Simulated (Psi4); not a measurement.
**BSiH2Cl (SMILES B[Si]Cl): UMN15/aug-cc-pVDZ (sweep point 7)**

Aim: the vertical ionisation energy of BSiH2Cl at UMN15/aug-cc-pVDZ (sweep point 7), from 2 runs. 

The calculation is run with Psi4 1.11.

4 further runs of the same task are left out: 4 set aside as unsound or not needed.

**1. Starting point**

BSiH2Cl has 5 atoms, charge 0, and is taken as a triplet. As SMILES, `B[Si]Cl`. Geometry: relaxed at GFN2-xTB.

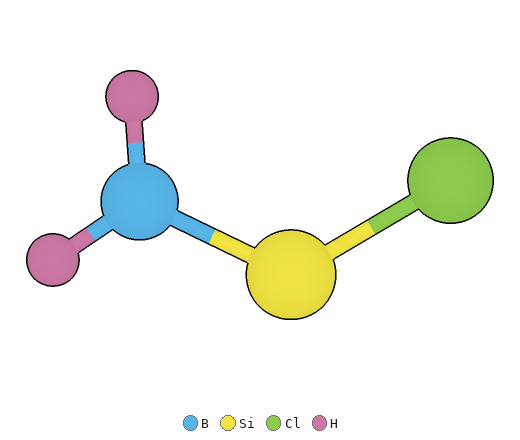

The structure, seen from a chosen angle (boron blue, silicon yellow, chlorine green, hydrogen pink).

**2. A single-point energy at UMN15/aug-cc-pVDZ (sweep point 7)**

File input.dat:

```
memory 1600 MB

molecule system {
  0 3
  B     -0.674100     0.367960    -0.302510
  Si     0.334580    -1.081930     0.357550
  Cl     2.311390    -0.930270     0.961480
  H     -0.184480     1.431210    -0.387430
  H     -1.787390     0.213030    -0.629090
  units angstrom
  symmetry c1
}

set basis aug-cc-pVDZ
set reference uks
set puream true
set scf_type pk
set dft_radial_points 150
set dft_spherical_points 974
set maxiter 150

energy_value, wavefunction = energy('mn15', return_wfn=True)
```

The run is started by

```console
$ psi4 -n 1 input.dat output.dat
```

output.dat:

```text
[...]
  Running in c1 symmetry.
[...]
  Nuclear repulsion =  108.028327319706790
[...]
  Multiplicity = 3
[...]
  Nalpha       = 20
  Nbeta        = 18
[...]
    Number of basis functions: 95
[...]
   @UKS iter   1:  -775.21236776439036   -3.14675e-01   5.06768e-03 ADIIS/DIIS
[...]
   @UKS iter  10:  -775.41079498491752   -5.35579e-08   4.28981e-07 DIIS
[...]
   @S^2 Observed:                2.003748500E+00
[...]
    Orbital Energies [Eh]
    ---------------------
    Alpha Occupied:
       1A   -100.395315     2A    -65.351604     3A     -9.181815
       4A     -7.208209     5A     -7.200940     6A     -7.200408
       7A     -6.711866     8A     -5.217525     9A     -3.746355
      10A     -3.746064    11A     -3.741022    12A     -0.880173
      13A     -0.610277    14A     -0.514141    15A     -0.420964
      16A     -0.412344    17A     -0.406699    18A     -0.386933
      19A     -0.271269    20A     -0.258247
    Alpha Virtual:
      21A     -0.041144    22A      0.001738    23A      0.035757
      24A      0.043759    25A      0.055544    26A      0.063159
[...]
  @UKS Final Energy:  -775.41079498491752
   => Energetics <=
    Nuclear Repulsion Energy =            108.0283273197067899
    One-Electron Energy =               -1285.1371276231475349
    Two-Electron Energy =                 432.2697018024047111
    DFT Exchange-Correlation Energy =     -30.5716964838815102
    Empirical Dispersion Energy =           0.0000000000000000
    VV10 Nonlocal Energy =                  0.0000000000000000
    Total Energy =                       -775.4107949849176293
[...]
 Multipole Moments:
 ------------------------------------------------------------------------------------
     Multipole            Electronic (a.u.)      Nuclear  (a.u.)        Total (a.u.)
 ------------------------------------------------------------------------------------
 L = 1.  Multiply by 2.5417464519 to convert [e a0] to [Debye]
 Dipole X            :          3.1611968           -3.3437392           -0.1825424
 Dipole Y            :         -2.3347268            2.0393104           -0.2954164
 Dipole Z            :          1.5604898           -1.5511353            0.0093545
 Magnitude           :                                                    0.3473904
[...]
```

Wall time 82 s (1 thread of Intel Xeon Platinum 8488C (Sapphire Rapids), shared host); peak memory 1 GiB.

**3. The doublet cation at the same level**

File calc.in:

```
memory 1.6 GB

molecule mol {
  1 2
  B     -0.674100     0.367960    -0.302510
  Si     0.334580    -1.081930     0.357550
  Cl     2.311390    -0.930270     0.961480
  H     -0.184480     1.431210    -0.387430
  H     -1.787390     0.213030    -0.629090
  symmetry c1
}

set basis aug-cc-pVDZ
set reference uks
set puream true
set scf_type pk
set dft_radial_points 150
set dft_spherical_points 974
set maxiter 150

e_tot = energy("mn15")
print_variables()
```

The run is started by

```console
$ psi4 -n 1 calc.in calc.out
```

calc.out:

```text
[...]
  Running in c1 symmetry.
[...]
  Nuclear repulsion =  108.028327319706790
[...]
  Multiplicity = 2
[...]
  Nalpha       = 19
  Nbeta        = 18
[...]
    Number of basis functions: 95
[...]
   @UKS iter   1:  -774.83893064270887    5.87619e-02   5.06191e-03 ADIIS/DIIS
[...]
   @UKS iter  14:  -775.07186199218370    5.46442e-07   6.29161e-07 DIIS
[...]
   @S^2 Observed:                7.551358457E-01
[...]
    Orbital Energies [Eh]
    ---------------------
    Alpha Occupied:
       1A   -100.639873     2A    -65.646460     3A     -9.422836
       4A     -7.451447     5A     -7.442155     6A     -7.440070
       7A     -6.961709     8A     -5.507242     9A     -4.038277
      10A     -4.033898    11A     -4.029697    12A     -1.107645
      13A     -0.848055    14A     -0.734830    15A     -0.643634
      16A     -0.629002    17A     -0.627360    18A     -0.605143
      19A     -0.484702
    Alpha Virtual:
      20A     -0.402629    21A     -0.257031    22A     -0.214434
      23A     -0.124381    24A     -0.105670    25A     -0.077885
[...]
  @UKS Final Energy:  -775.07186199218370
   => Energetics <=
    Nuclear Repulsion Energy =            108.0283273197067899
    One-Electron Energy =               -1275.6362793689431783
    Two-Electron Energy =                 422.9217060108718442
    DFT Exchange-Correlation Energy =     -30.3856159538191051
    Empirical Dispersion Energy =           0.0000000000000000
    VV10 Nonlocal Energy =                  0.0000000000000000
    Total Energy =                       -775.0718619921836989
[...]
 Multipole Moments:
 ------------------------------------------------------------------------------------
     Multipole            Electronic (a.u.)      Nuclear  (a.u.)        Total (a.u.)
 ------------------------------------------------------------------------------------
 L = 1.  Multiply by 2.5417464519 to convert [e a0] to [Debye]
 Dipole X            :          1.9926376           -3.3437392           -1.3511016
 Dipole Y            :         -2.3167983            2.0393104           -0.2774879
 Dipole Z            :          1.1792943           -1.5511353           -0.3718410
 Magnitude           :                                                    1.4285450
[...]
```

Run time: 1.9 min. Hardware: 1 thread of Intel Xeon Platinum 8488C (Sapphire Rapids), shared host; peak memory 1 GiB.

**4. Outcome**

Level: UMN15/aug-cc-pVDZ (sweep point 7).

| quantity | value |
| --- | --- |
| triplet BSiH2Cl: total energy | -775.41079 Eh |
| triplet BSiH2Cl: dipole moment | 0.88 D |
| triplet BSiH2Cl: HOMO energy (highest over α and β) | -7.03 eV |
| triplet BSiH2Cl: LUMO energy (lowest over α and β) | -2.95 eV |
| triplet BSiH2Cl: ⟨S²⟩ | 2.004 |
| doublet cation: total energy | -775.07186 Eh |
| doublet cation: HOMO energy (highest over α and β) | -13.19 eV |
| doublet cation: LUMO energy (lowest over α and β) | -10.96 eV |
| doublet cation: ⟨S²⟩ | 0.755 |
| vertical ionisation energy (to the doublet cation) | 9.223 eV |

**Reading.** Removing an electron at fixed nuclei costs 9.22 eV (213 kcal/mol).
